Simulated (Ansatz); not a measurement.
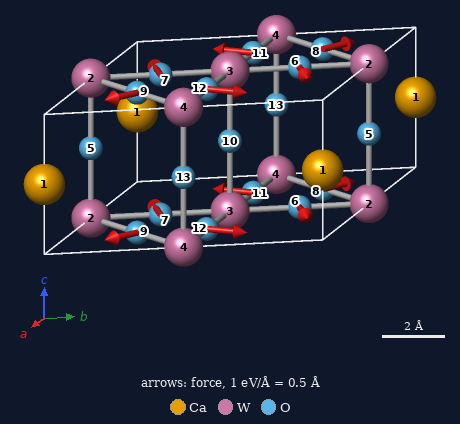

Starting geometry of a crystal of CaW₃O₉ (a generated structure, set up in P6/mmm) (coarse preliminary run) with the computed forces as red arrows. Style: ball-and-stick. Shown: the cell of the calculation, slightly off an axis.

Theory: Ansatz, DFT PBE, scalar-relativistic, plane waves, PAW. Set-up: plane-wave cutoff 420 eV; k-point mesh 3 × 3 × 4; occupations gaussian; smearing width 0.1 eV; no spin polarisation; cell and atoms relaxed; force threshold 0.04 eV/Å; at most 70 steps.

> What follows when this structure is relaxed?

It isn't relaxed: the largest force vector, on O atoms, is 2.82 eV/Å. The atoms end up moving mostly along the starting forces (cosine between the two patterns 1.00). The largest moves relative to the cell, 0.56 Å, are those of O6, O7, O8, O9, O11 and O12. O11 goes along [−1 −2 0]. Ca and W stay in place. The drawn cell changes as follows: a = b 9.265 → 7.428 Å (−19.8 %), c 4.755 → 3.819 Å (−19.7 %); the volume changes by −48.4 %. Some distances before and after: Ca1–O11 4.663 → 3.273 Å, Ca1–O10 4.633 → 3.714 Å, W2–O5 2.377 → 1.909 Å, W2–O6 2.316 → 1.939 Å. Among the angles between lasting bonds that change: O8–W4–O11 60.0° → 93.4°, O8–W4–O12 120.0° → 86.6°, W2–O9–W4 180.0° → 146.6°. The space group stays P6/mmm (No. 191). After 8 accepted moves (10 points after the start) the energy has fallen by 2378 meV per atom. The largest force component goes from 2.8 to 0.00031 eV/Å. Pressure: −25.78 GPa at the start and 0.00 GPa at the end. The SCF was repeated twice at an unchanged geometry on a basis and grid sized afresh for the cell, which shifted the energy by 4.5 meV per atom at most.
